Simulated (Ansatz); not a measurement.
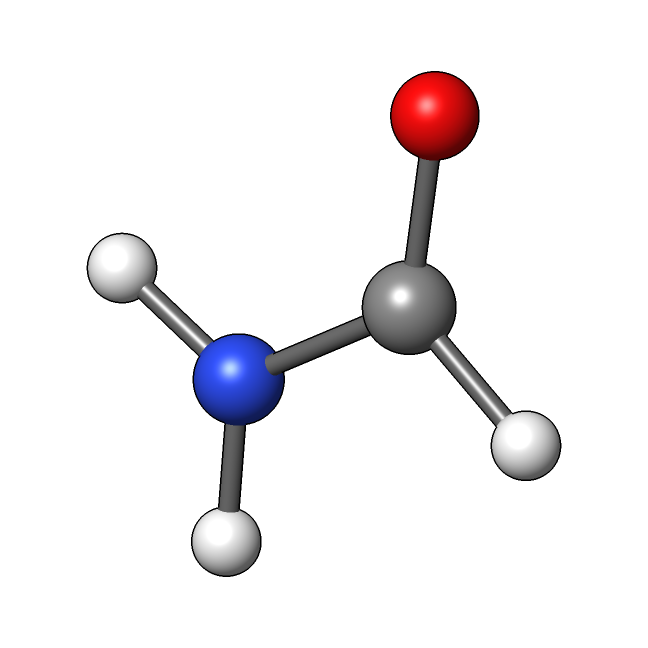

Ball-and-stick drawing of a structure. Every bond is drawn as one stick, whatever its order. Colours: nitrogen blue, carbon grey, oxygen red, hydrogen white.

The computed structure is the end point of a PBE0-D4/def2-TZVP optimisation. No frequency run is at hand to confirm it as a minimum.

What is the molecular formula?

Answer. CH3NO, 6 atoms: 1 carbon, 3 hydrogen, 1 nitrogen and 1 oxygen.

How many atoms are distinct by symmetry?

Answer. 6: 1 N, 1 C, 1 O, 1 H, 1 H, 1 H.

The parts below concern this one geometry. Atoms keep their numbers from picture to picture.

## Geometry

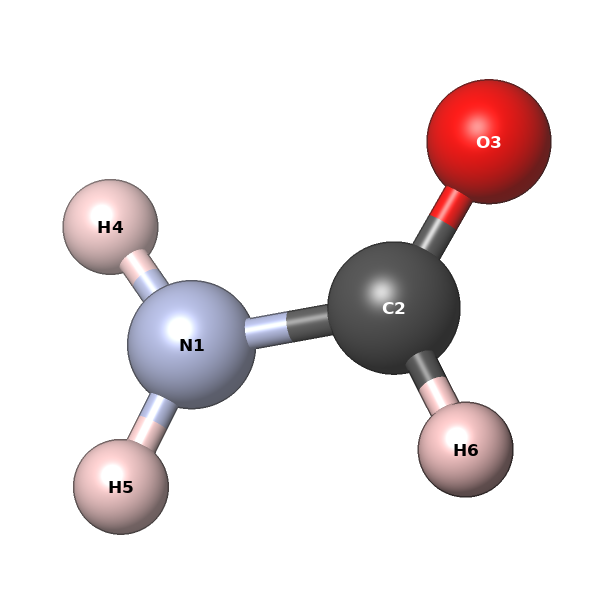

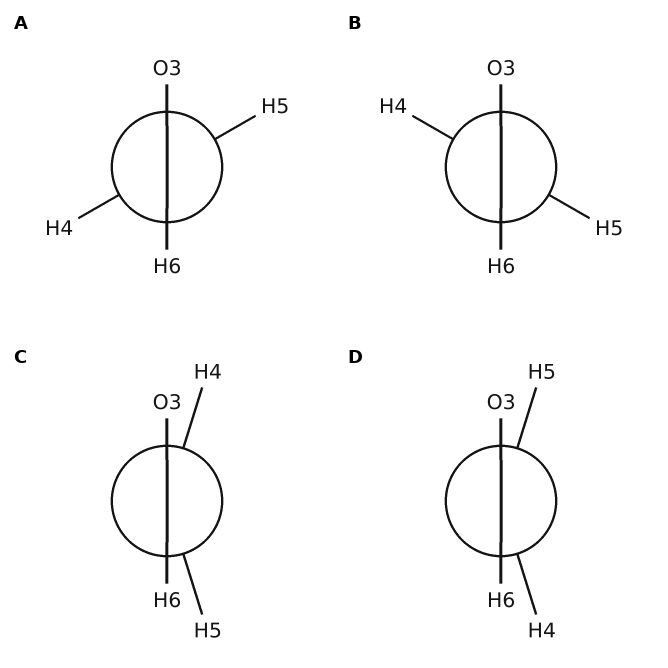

Distant atoms are faded towards the background colour. Bonds that would overlap in a projection are set slightly apart. No frequency run is at hand to confirm it as a minimum.

Which Newman projection shows the view along C2–N1, with C2 in front?

Answer. C. The torsion angle O3–C2–N1–H4 is 0°, synperiplanar (eclipsed).

## Electronic properties

No frequency run is at hand to confirm it as a minimum. Level of theory: RKS PBE0-D4/def2-TZVPPD (Ansatz 0.2.0).

What is the HOMO energy (Kohn–Sham orbital)?

Answer. −7.66 eV.

What is the LUMO energy (Kohn–Sham orbital)?

Answer. 0.13 eV.

## Dipole moment

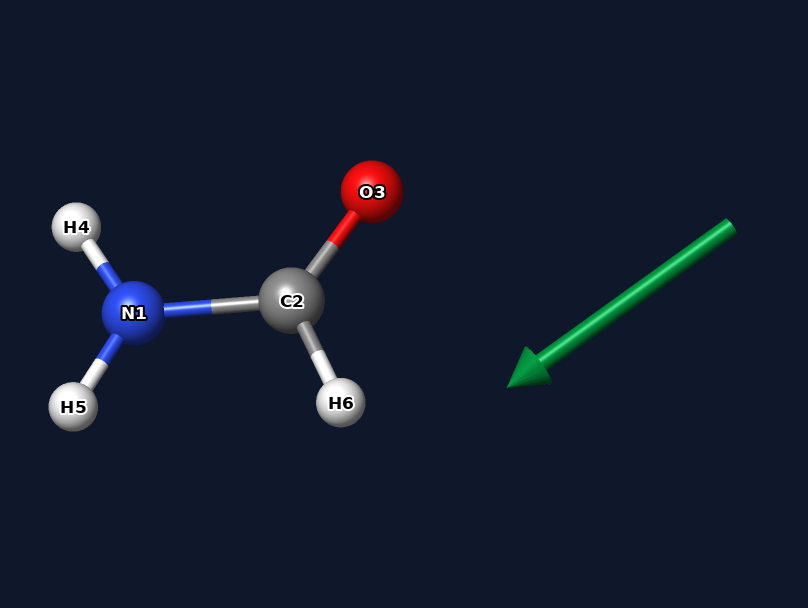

The arrow beside the molecule shows the direction of the dipole moment, from the negative to the positive end (its length means nothing). No frequency run is at hand to confirm it as a minimum. Properties computed with RKS PBE0-D4/def2-TZVP (Ansatz 0.2.0).

Estimate the dipole moment.

Answer. 3.97 D; it points from the side of O3 to the side of H5 (the outermost atoms at the two ends).

## Charges

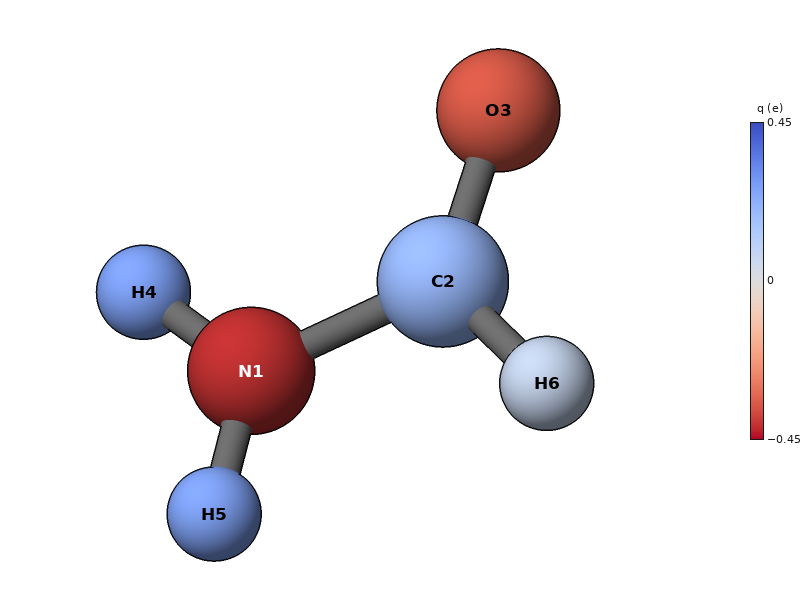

Atoms are coloured by their Mulliken charges. No frequency run is at hand to confirm it as a minimum. Method: RKS PBE0-D4/def2-TZVP (Ansatz 0.2.0).

List the Mulliken charges.

| atom | value (e) |
| --- | --- |
| N1 | −0.41 |
| C2 | 0.19 |
| O3 | −0.34 |
| H4 | 0.25 |
| H5 | 0.25 |
| H6 | 0.06 |

Mulliken values depend strongly on the basis set and can even reverse the polarity of a bond.
